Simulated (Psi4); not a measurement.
# [C2H4]+ (SMILES [CH2][CH2+]): UCCSD/cc-pVTZ

What is the vertical doublet–quartet gap of [C2H4]+ at UCCSD/cc-pVTZ? 

Program for the calculation: Psi4 1.11.

1 further run of the same task is left out (set aside as unsound or not needed).

### 1 The structure to begin with

The species is [C2H4]+ (6 atoms), meant as a doublet with charge +1. SMILES: `[CH2][CH2+]`. The shape is that of a GFN2-xTB optimisation. This is one conformer, not always the lowest.

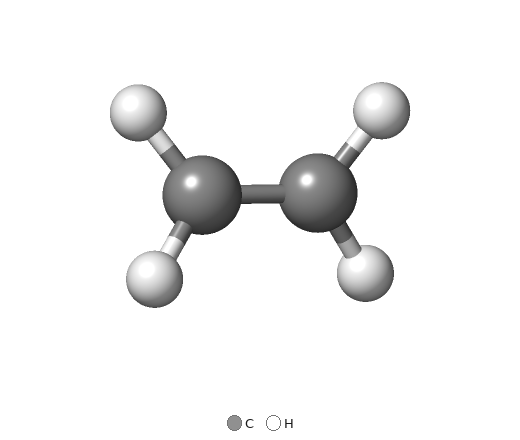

The structure, seen from a chosen angle (carbon grey, hydrogen white).

### 2 A single-point energy at UCCSD/cc-pVTZ

job.in reads:

```
memory 1600 mb

molecule molecule1 {
  1 2
  C     -0.30560651    -1.19151012    -0.11117259
  C      0.30437819     1.19147232     0.11147494
  H     -1.99107214    -2.07202800     0.71407081
  H      0.79582036    -2.60852125    -1.15093770
  H      1.35378090     2.28821267    -1.30079298
  H     -0.15728191     2.39237438     1.73735751
  units bohr
  symmetry c1
}

set {
  basis           cc-pVTZ
  reference       uhf
  puream          true
  e_convergence   1e-09
  d_convergence   1e-08
  scf_type        pk
  num_frozen_docc 2
  maxiter         200
}

e_tot, wfn = energy("ccsd", return_wfn=True)
print_variables()
```

Started as:

```bash
psi4 -n 1 job.in job.out
```

job.out, shortened:

```text
[...]
  Running in c1 symmetry.
[...]
  Nuclear repulsion =   33.435096258304888
[...]
  Multiplicity = 2
[...]
  Nalpha       = 8
  Nbeta        = 7
[...]
    Number of basis functions: 116
[...]
   @UHF iter   1:   -77.64259586145150   -3.19989e-01   2.04208e-03 DIIS/ADIIS
[...]
   @UHF iter  14:   -77.72789351632990   -1.63425e-12   2.76701e-09 DIIS
[...]
   @S^2 Observed:                7.633942878E-01
[...]
    Orbital Energies [Eh]
    ---------------------
    Alpha Occupied:
       1A    -11.576218     2A    -11.574152     3A     -1.397920
       4A     -1.110337     5A     -0.944804     6A     -0.929888
       7A     -0.816712     8A     -0.723742
    Alpha Virtual:
       9A     -0.176087    10A     -0.051704    11A     -0.024869
      12A     -0.019129    13A      0.041486    14A      0.136034
      15A      0.139287    16A      0.168995    17A      0.174827
      18A      0.211873    19A      0.273389    20A      0.294279
      21A      0.347328    22A      0.382401    23A      0.386916
      24A      0.410997    25A      0.438614    26A      0.455955
[...]
  @UHF Final Energy:   -77.72789351632990
   => Energetics <=
    Nuclear Repulsion Energy =             33.4350962583048883
    One-Electron Energy =                -165.0754122962621864
    Two-Electron Energy =                  53.9124225216273913
    Total Energy =                        -77.7278935163298996
  UHF NO Occupations:
  HONO-2 :    6  A 1.9990460
  HONO-1 :    7  A 1.9956790
[...]
 Multipole Moments:
 ------------------------------------------------------------------------------------
     Multipole            Electronic (a.u.)      Nuclear  (a.u.)        Total (a.u.)
 ------------------------------------------------------------------------------------
 L = 1.  Multiply by 2.5417464519 to convert [e a0] to [Debye]
 Dipole X            :         -0.0011906            0.0015732            0.0003826
 Dipole Y            :         -0.0000181            0.0000482            0.0000300
 Dipole Z            :          0.0003067           -0.0003853           -0.0000786
 Magnitude           :                                                    0.0003917
[...]
      * MP2 total energy                      =  -78.003490694655909
[...]
      * CCSD total energy                     =  -78.035373954334688
[...]
```

Wall time 100 s (1 thread of Intel Xeon Platinum 8375C at 2.90GHz (Ice Lake), shared host); peak memory 1.5 GiB.

### 3 The quartet

c2h4_ase.py reads:

```python
import numpy as np
from ase.calculators.psi4 import Psi4
from ase import Atoms

atoms = Atoms(['C', 'C', 'H', 'H', 'H', 'H'], positions=[
    [-0.161720, -0.630520, -0.058830],
    [0.161070, 0.630500, 0.058990],
    [-1.053630, -1.096470, 0.377870],
    [0.421130, -1.380370, -0.609050],
    [0.716390, 1.210870, -0.688350],
    [-0.083230, 1.265990, 0.919370],
])
calc = Psi4(atoms=atoms, method='ccsd', basis='cc-pVTZ', memory='1600MB', num_threads=1, charge=1, multiplicity=4, label='psi4-calc', reference='uhf')
calc.psi4.set_options({'puream': True, 'e_convergence': 1e-09, 'd_convergence': 1e-08, 'scf_type': 'pk', 'num_frozen_docc': 2, 'maxiter': 200})
atoms.calc = calc

print(f'energy: {atoms.get_potential_energy():.6f} eV')
```

Started as:

```bash
python c2h4_ase.py
```

psi4-calc.dat, shortened:

```text
[...]
  Running in c1 symmetry.
[...]
  Nuclear repulsion =   33.435096270271131
[...]
  Multiplicity = 4
[...]
  Nalpha       = 9
  Nbeta        = 6
[...]
    Number of basis functions: 116
[...]
   @UHF iter   1:   -77.44192425679569   -1.19318e-01   2.02269e-03 DIIS/ADIIS
[...]
   @UHF iter  16:   -77.48342321340672   -5.44844e-11   7.79642e-09 DIIS
[...]
   @S^2 Observed:                3.768859349E+00
[...]
    Orbital Energies [Eh]
    ---------------------
    Alpha Occupied:
       1A    -11.543754     2A    -11.541980     3A     -1.416218
       4A     -1.169962     5A     -0.981525     6A     -0.942840
       7A     -0.892964     8A     -0.784997     9A     -0.565662
    Alpha Virtual:
      10A     -0.059939    11A     -0.037442    12A     -0.028528
      13A      0.032968    14A      0.129622    15A      0.134394
      16A      0.155640    17A      0.166228    18A      0.200911
      19A      0.241021    20A      0.260225    21A      0.336461
      22A      0.371364    23A      0.373905    24A      0.403953
      25A      0.422070    26A      0.425597    27A      0.477449
[...]
  @UHF Final Energy:   -77.48342321340672
   => Energetics <=
    Nuclear Repulsion Energy =             33.4350962702711314
    One-Electron Energy =                -165.0172125525754723
    Two-Electron Energy =                  54.0986930688976386
    Total Energy =                        -77.4834232134067236
  UHF NO Occupations:
  HONO-2 :    7  A 1.0000000
  HONO-1 :    8  A 1.0000000
[...]
 Multipole Moments:
 ------------------------------------------------------------------------------------
     Multipole            Electronic (a.u.)      Nuclear  (a.u.)        Total (a.u.)
 ------------------------------------------------------------------------------------
 L = 1.  Multiply by 2.5417464519 to convert [e a0] to [Debye]
 Dipole X            :          0.0002318            0.0015732            0.0018050
 Dipole Y            :          0.0020437            0.0000482            0.0020918
 Dipole Z            :          0.0004278           -0.0003853            0.0000426
 Magnitude           :                                                    0.0027632
[...]
      * MP2 total energy                      =  -77.756608349904610
[...]
      * CCSD total energy                     =  -77.786006707797071
```

Standard output:

```text
Memory set to   1.490 GiB by Python driver.
  Threads set to 1 by Python driver.

  Memory set to   1.490 GiB by Python driver.
  Threads set to 1 by Python driver.
energy: -2116.665056 eV
```

Run time: 1.8 min. Hardware: 1 thread of Intel Xeon Platinum 8375C at 2.90GHz (Ice Lake), shared host; peak memory 1.5 GiB.

### 4 Results

Level: UCCSD/cc-pVTZ, 2 core orbitals frozen.

| quantity | value |
| --- | --- |
| doublet: total energy | -78.03537 Eh |
| doublet: HOMO energy (Hartree–Fock orbitals) (highest over α and β) | -19.69 eV |
| doublet: LUMO energy (Hartree–Fock orbitals) (lowest over α and β) | -7.34 eV |
| doublet: correlation energy (2 core orbitals frozen) | -307.5 mEh |
| doublet: ⟨S²⟩ of the reference determinant | 0.763 |
| doublet: T1 diagnostic | 0.032 |
| quartet: total energy | -77.78601 Eh |
| quartet: HOMO energy (Hartree–Fock orbitals) (highest over α and β) | -15.39 eV |
| quartet: LUMO energy (Hartree–Fock orbitals) (lowest over α and β) | -11.56 eV |
| quartet: correlation energy (2 core orbitals frozen) | -302.6 mEh |
| quartet: ⟨S²⟩ of the reference determinant | 3.769 |
| quartet: T1 diagnostic | 0.014 |
| vertical energy of the quartet above the doublet | 6.786 eV |

In words: At this shape the quartet lies 6.79 eV (655 kJ/mol) above the doublet.
